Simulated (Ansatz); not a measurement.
**H7N3OSi···H2: density, localisation and related maps**

Input

```
crystal:
  periodic: [false, false, false]
  atoms:
    - { symbol: Si, position_ang: [0.220522, -0.513691, -0.360035] }
    - { symbol: H, position_ang: [-0.312802, 0.453993, 2.076932] }
    - { symbol: "N", position_ang: [1.759043, -0.097955, -0.997588] }
    - { symbol: H, position_ang: [2.535547, -0.734936, -0.901476] }
    - { symbol: H, position_ang: [1.835699, 0.483961, -1.817986] }
    - { symbol: "N", position_ang: [-0.595294, 0.995615, -0.247242] }
    - { symbol: H, position_ang: [-1.574813, 1.027882, -0.001832] }
    - { symbol: H, position_ang: [-0.095637, 1.800185, 0.104325] }
    - { symbol: "N", position_ang: [-0.964761, -1.48475, -1.174302] }
    - { symbol: H, position_ang: [-0.739434, -2.451335, -1.370593] }
    - { symbol: H, position_ang: [-1.445058, -1.069473, -1.962462] }
    - { symbol: O, position_ang: [0.669185, -1.473839, 0.934674] }
    - { symbol: H, position_ang: [-0.07492, -1.992944, 1.263406] }
    - { symbol: H, position_ang: [0.003923, -0.029213, 2.487179] }
basis:
  gaussian: { orbitals: "6-31G*" }
hamiltonian:
  xc: pbe0
relax:
  f_tol: 0.03
  max_steps: 50
output:
  orbitals: {}
```

Command:

```sh
ansatz run input.yaml --threads 2 --pin off --max-ram 3072MiB --backend cpu --events-out ev --progress --plain --runs-dir out
```

The fields are those of the run's last geometry, not of the input's.

Theory: Ansatz, RKS PBE0/6-31G*.

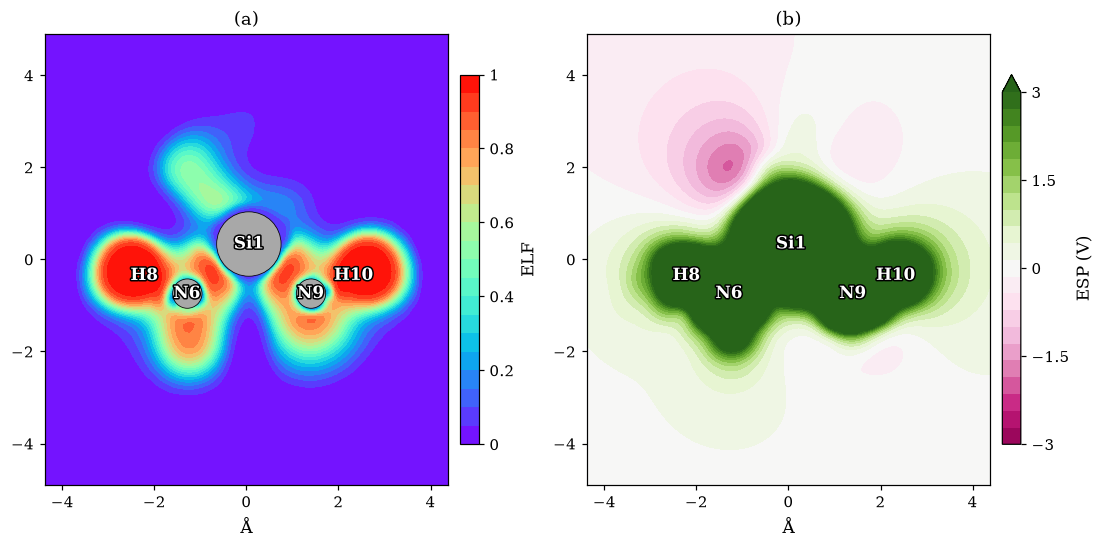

Figure 1. (a) electron localisation function; (b) electrostatic potential on the plane of atoms Si1, N6 and H8. Grey discs cover the atomic cores in the ELF map.

### What do the fields say about this system?

Atoms in the plane: Si, N and H.
Si–N (1.72 Å): the ELF peaks at about 0.90 between the atoms: a shared but strongly polarised pair.
N–H (1.01 Å): the ELF climbs to about 1 towards the hydrogen, as it does in any bond to H: an ordinary covalent bond to hydrogen.
Outside the dense part of the complex the potential is most negative (−1.9 V) near N3, which lies off the plane.

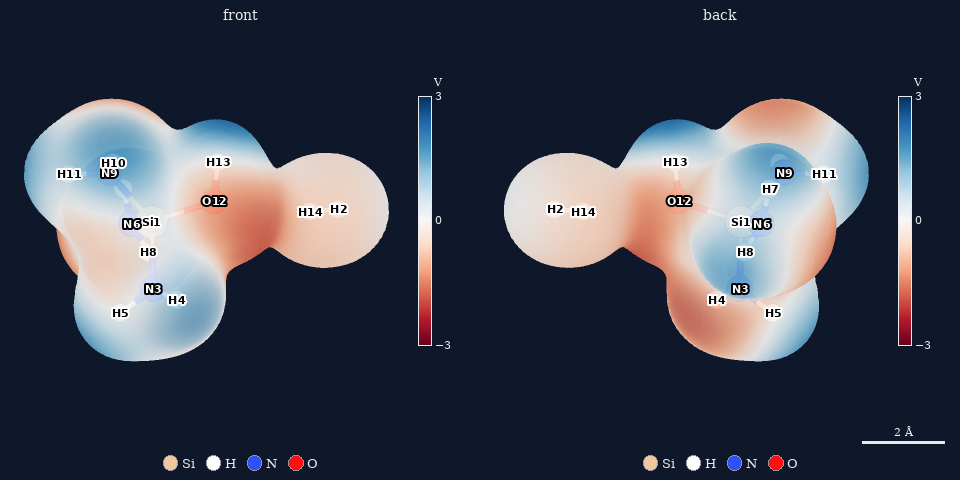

Figure 2. The molecular electrostatic potential painted on the density surface at 0.002 e/bohr³, seen from the front and from behind; the colour scale runs from red (negative) to blue (positive).

### Where is the surface potential most negative and most positive?

The most negative region (about −1.7 V) lies over O12, the most positive (about +2.1 V) over H13. O12 is the likeliest acceptor of a hydrogen bond.

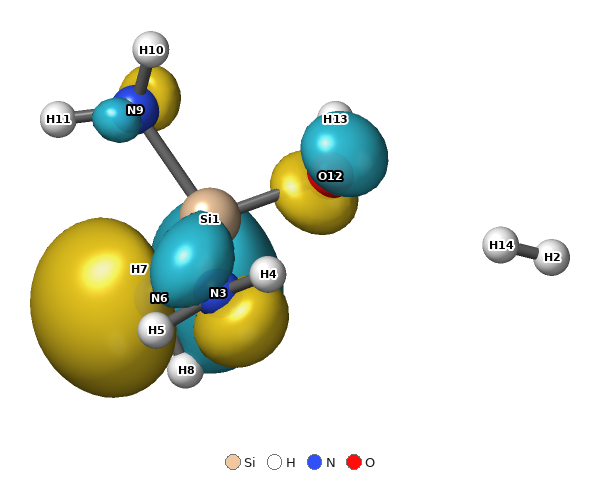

Figure 3. The HOMO−1 at ±0.1 Å⁻³ᐟ² (yellow and cyan are the two phases), seen at a tilt.

### Where does this orbital lie, and at what energy?

Its weight (Hirshfeld) is mainly on N6 (about 65 %), N3 (about 5 %) and O12 (about 5 %). Its energy is −6.99 eV.
